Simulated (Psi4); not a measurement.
# AlBH4O: single-point calculation (part 2 of 2)

The same run, continued: AlBH4O, multiplicity 3; CAM-B3LYP/6-311+G**, UKS (Psi4 1.11). The geometry is that of the parent species in another charge or spin state. The geometry comes from this level: GFN2-xTB.

Geometry of the input (Å):
```
B  -1.2398  0.4605  -0.7550
O  -0.1510  0.0550  -0.0928
Al 1.2033  -0.4472  0.7321
H  -1.7221  -0.2434  -1.5654
H  -1.7020  1.5165  -0.5192
H  1.8196  0.4868  1.7815
H  1.7919  -1.8283  0.4189
```

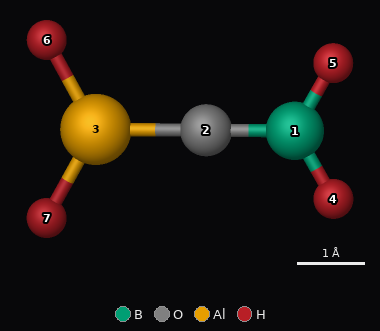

The structure as given in the input (ball-and-stick view, seen on its broad side; atoms are numbered from 1 in the order of the input). Sticks mark near contacts.

What the program printed, continued:
```
      15A     -0.177980    16A     -0.021042    17A      0.021431
      18A      0.023544    19A      0.031851    20A      0.043476
      21A      0.049218    22A      0.069151    23A      0.072928
      24A      0.081841    25A      0.100185    26A      0.112212
      27A      0.119871    28A      0.159524    29A      0.192322
      30A      0.229287    31A      0.234345    32A      0.244047
      33A      0.252594    34A      0.253508    35A      0.274734
      36A      0.288059    37A      0.332040    38A      0.352054
      39A      0.425424    40A      0.440466    41A      0.454068
      42A      0.473370    43A      0.492219    44A      0.557203
      45A      0.575956    46A      0.609661    47A      0.625725
      48A      0.632387    49A      0.704884    50A      0.733713
      51A      0.790994    52A      0.815146    53A      0.838410
      54A      0.843656    55A      0.849713    56A      0.982172
      57A      1.054657    58A      1.151128    59A      1.152912
      60A      1.197705    61A      1.211121    62A      1.414189
      63A      1.463234    64A      1.506358    65A      1.524670
      66A      1.554285    67A      1.618826    68A      1.695635
      69A      1.699315    70A      1.712201    71A      1.809149
      72A      1.977709    73A      1.992069    74A      2.042058
      75A      2.075015    76A      2.181721    77A      2.284440
      78A      2.572714    79A      2.620547    80A      2.647974
      81A      2.708509    82A      2.769401    83A      2.786316
      84A      2.883781    85A      3.093750    86A      3.126920
      87A      3.382531    88A      3.649186    89A      4.622572
      90A      5.005072    91A      5.064367    92A      5.392254
      93A      8.028961    94A      8.317118    95A      8.516799
      96A     14.889789    97A     49.867736    98A    120.603999

    Final Occupation by Irrep:
              A
    DOCC [    14 ]
    SOCC [     2 ]
    NA   [    16 ]
    NB   [    14 ]

  @UKS Final Energy:  -344.78289918816643

   => Energetics <=

    Nuclear Repulsion Energy =             86.7543109197009841
    One-Electron Energy =                -647.9630576835602369
    Two-Electron Energy =                 240.8223578096236110
    DFT Exchange-Correlation Energy =     -24.3965102339307833
    Empirical Dispersion Energy =           0.0000000000000000
    VV10 Nonlocal Energy =                  0.0000000000000000
    Total Energy =                       -344.7828991881664251

  UHF NO Occupations:
  HONO-2 :   14  A 1.9982789
  HONO-1 :   15  A 1.0000000
  HONO-0 :   16  A 1.0000000
  LUNO+0 :   17  A 0.0017211
  LUNO+1 :   18  A 0.0007790
  LUNO+2 :   19  A 0.0004483
  LUNO+3 :   20  A 0.0001087

Computation Completed

Properties will be evaluated at   0.000000,   0.000000,   0.000000 [a0]

Properties computed using the SCF density matrix

 Multipole Moments:

 ------------------------------------------------------------------------------------
     Multipole            Electronic (a.u.)      Nuclear  (a.u.)        Total (a.u.)
 ------------------------------------------------------------------------------------

 L = 1.  Multiply by 2.5417464519 to convert [e a0] to [Debye]
 Dipole X            :        -15.5746121           15.9176356            0.3430235
 Dipole Y            :          5.8048589           -5.9319259           -0.1270670
 Dipole Z            :         -9.4586841            9.6663838            0.2076997
 Magnitude           :                                                    0.4206546

 ------------------------------------------------------------------------------------

	total time  =         32 seconds =       0.53 minutes

Properties will be evaluated at   0.000000,   0.000000,   0.000000 [a0]
OEProp: No title given, name of density matrix used for the following properties is 'SCF alpha density'
  Lowdin Charges: (a.u.)
   Center  Symbol    Alpha    Beta     Spin     Total
       1     B     3.19354  2.20392  0.98962 -0.39746
       2     O     4.29178  3.88855  0.40322 -0.18033
       3    AL     6.33268  6.14660  0.18608  0.52073
       4     H     0.53702  0.34244  0.19458  0.12054
       5     H     0.53706  0.34231  0.19475  0.12064
       6     H     0.55398  0.53806  0.01592 -0.09204
       7     H     0.55396  0.53812  0.01583 -0.09208

  Total alpha = 16.00000, Total beta = 14.00000, Total charge = -0.00000

  Mayer Bond Indices:

  Total Bond Index:
  Irrep: 1 Size: 7 x 7

                 1                   2                   3                   4                   5

    1     0.00000000000000     0.96475889131607     0.12938987590175     0.83281737594601     0.83267155258112
    2     0.96475889131607     0.00000000000000     0.87455665410769     0.05447809760461     0.05448599167718
    3     0.12938987590175     0.87455665410769     0.00000000000000     0.00581062442418     0.00580049901947
    4     0.83281737594601     0.05447809760461     0.00581062442418     0.00000000000000     0.04508509160690
    5     0.83267155258112     0.05448599167718     0.00580049901947     0.04508509160690     0.00000000000000
    6     0.00384235488173    -0.04665825505931     0.97856313332003     0.00422096645540     0.00522784780907
    7     0.00374847464475    -0.04670292979816     0.97872862656231     0.00520072900902     0.00420564247705

                 6                   7

    1     0.00384235488173     0.00374847464475
    2    -0.04665825505931    -0.04670292979816
    3     0.97856313332003     0.97872862656231
    4     0.00422096645540     0.00520072900902
    5     0.00522784780907     0.00420564247705
    6     0.00000000000000     0.00518892233077
    7     0.00518892233077     0.00000000000000

  Alpha Contribution:
  Irrep: 1 Size: 7 x 7

                 1                   2                   3                   4                   5

    1     0.00000000000000     0.27549080055823     0.13127149667562     0.52611701064533     0.52621139059314
    2     0.27549080055823     0.00000000000000     0.47194083127751    -0.02950443437241    -0.02963332554374
    3     0.13127149667562     0.47194083127751     0.00000000000000     0.00083535881859     0.00082477422113
    4     0.52611701064533    -0.02950443437241     0.00083535881859     0.00000000000000    -0.00317310455329
    5     0.52621139059314    -0.02963332554374     0.00082477422113    -0.00317310455329     0.00000000000000
    6     0.00053935387332    -0.02878285781100     0.49514893571054     0.00003976785172    -0.00006997502451
    7     0.00048605605017    -0.02881066657594     0.49524552521346    -0.00006927035195     0.00003953126588

                 6                   7

    1     0.00053935387332     0.00048605605017
    2    -0.02878285781100    -0.02881066657594
    3     0.49514893571054     0.49524552521346
    4     0.00003976785172    -0.00006927035195
    5    -0.00006997502451     0.00003953126588
    6     0.00000000000000     0.00383694159588
    7     0.00383694159588     0.00000000000000

  Beta Contribution:
  Irrep: 1 Size: 7 x 7

                 1                   2                   3                   4                   5

    1     0.00000000000000     0.68926809075784    -0.00188162077387     0.30670036530068     0.30646016198798
    2     0.68926809075784     0.00000000000000     0.40261582283018     0.08398253197702     0.08411931722091
    3    -0.00188162077387     0.40261582283018     0.00000000000000     0.00497526560559     0.00497572479834
    4     0.30670036530068     0.08398253197702     0.00497526560559     0.00000000000000     0.04825819616019
    5     0.30646016198798     0.08411931722091     0.00497572479834     0.04825819616019     0.00000000000000
    6     0.00330300100841    -0.01787539724831     0.48341419760949     0.00418119860368     0.00529782283358
    7     0.00326241859458    -0.01789226322221     0.48348310134885     0.00526999936098     0.00416611121117

                 6                   7

    1     0.00330300100841     0.00326241859458
    2    -0.01787539724831    -0.01789226322221
    3     0.48341419760949     0.48348310134885
    4     0.00418119860368     0.00526999936098
    5     0.00529782283358     0.00416611121117
    6     0.00000000000000     0.00135198073488
    7     0.00135198073488     0.00000000000000

  Atomic Valences:

 #  #
 Irrep: 1
      1:    2.767228525271431
      2:    1.854918449848091
      3:    2.972849413335432
      4:    0.947612885046121
      5:    0.947476625170787
      6:    0.950384969737681
      7:    0.950369465225743

  Wiberg Bond Indices using Orthogonal Lowdin Orbitals:

  Total Bond Index:
  Irrep: 1 Size: 7 x 7

                 1                   2                   3                   4                   5

    1     0.00000000000000     1.74035398333439     0.30443091949086     0.73935554343530     0.73917324799605
    2     1.74035398333439     0.00000000000000     1.20924870379207     0.16259566738435     0.16269244629480
    3     0.30443091949086     1.20924870379207     0.00000000000000     0.03141328076946     0.03142407552236
    4     0.73935554343530     0.16259566738435     0.03141328076946     0.00000000000000     0.07166965868805
    5     0.73917324799605     0.16269244629480     0.03142407552236     0.07166965868805     0.00000000000000
    6     0.02971338308477     0.06542919377822     0.89591628501412     0.00531752065924     0.00334914682781
    7     0.02964760336842     0.06541599907885     0.89605402211379     0.00332744808158     0.00530761905255

                 6                   7

    1     0.02971338308477     0.02964760336842
    2     0.06542919377822     0.06541599907885
    3     0.89591628501412     0.89605402211379
    4     0.00531752065924     0.00332744808158
    5     0.00334914682781     0.00530761905255
    6     0.00000000000000     0.01515707811067
    7     0.01515707811067     0.00000000000000

  Alpha Contribution:
  Irrep: 1 Size: 7 x 7

                 1                   2                   3                   4                   5

    1     0.00000000000000     0.73982437070772     0.22798418314689     0.47826028684579     0.47825656508386
    2     0.73982437070772     0.00000000000000     0.66176072153959     0.04557455179053     0.04558183362207
    3     0.22798418314689     0.66176072153959     0.00000000000000     0.01620301951386     0.01622112172734
    4     0.47826028684579     0.04557455179053     0.01620301951386     0.00000000000000     0.01343071728858
    5     0.47825656508386     0.04558183362207     0.01622112172734     0.01343071728858     0.00000000000000
    6     0.01210395192154     0.03311307892185     0.45286588541774     0.00024591535755     0.00021607586773
    7     0.01208237239909     0.03310404223304     0.45291416798620     0.00021768811055     0.00024623774115

                 6                   7

    1     0.01210395192154     0.01208237239909
    2     0.03311307892185     0.03310404223304
    3     0.45286588541774     0.45291416798620
    4     0.00024591535755     0.00021768811055
    5     0.00021607586773     0.00024623774115
    6     0.00000000000000     0.00881648523104
    7     0.00881648523104     0.00000000000000

  Beta Contribution:
  Irrep: 1 Size: 7 x 7

                 1                   2                   3                   4                   5

    1     0.00000000000000     1.00052961262667     0.07644673634397     0.26109525658950     0.26091668291219
    2     1.00052961262667     0.00000000000000     0.54748798225248     0.11702111559382     0.11711061267272
    3     0.07644673634397     0.54748798225248     0.00000000000000     0.01521026125560     0.01520295379503
    4     0.26109525658950     0.11702111559382     0.01521026125560     0.00000000000000     0.05823894139947
    5     0.26091668291219     0.11711061267272     0.01520295379503     0.05823894139947     0.00000000000000
    6     0.01760943116323     0.03231611485638     0.44305039959638     0.00507160530169     0.00313307096007
    7     0.01756523096933     0.03231195684581     0.44313985412759     0.00310975997102     0.00506138131140

                 6                   7

    1     0.01760943116323     0.01756523096933
    2     0.03231611485638     0.03231195684581
    3     0.44305039959638     0.44313985412759
    4     0.00507160530169     0.00310975997102
    5     0.00313307096007     0.00506138131140
    6     0.00000000000000     0.00634059287962
    7     0.00634059287962     0.00000000000000

  Atomic Valences:

 #  #
 Irrep: 1
      1:    3.582674680709791
      2:    3.405735993662674
      3:    3.368487286702669
      4:    1.013679119017975
      5:    1.013616194381629
      6:    1.014882607474831
      7:    1.014909769805860
```

Standard output:
```
E = -344.782899188
```

Results in brief:

```json
{"quantity": "outcome", "value": "converged"}
{"quantity": "total energy", "value": "−344.782899 hartree"}
{"quantity": "basis functions", "value": "98"}
{"quantity": "⟨S²⟩", "value": "2.006"}
{"quantity": "dipole moment", "value": "1.07 D"}
{"quantity": "wall time", "value": "33 s"}
{"quantity": "peak memory", "value": "0.93 GiB"}
```
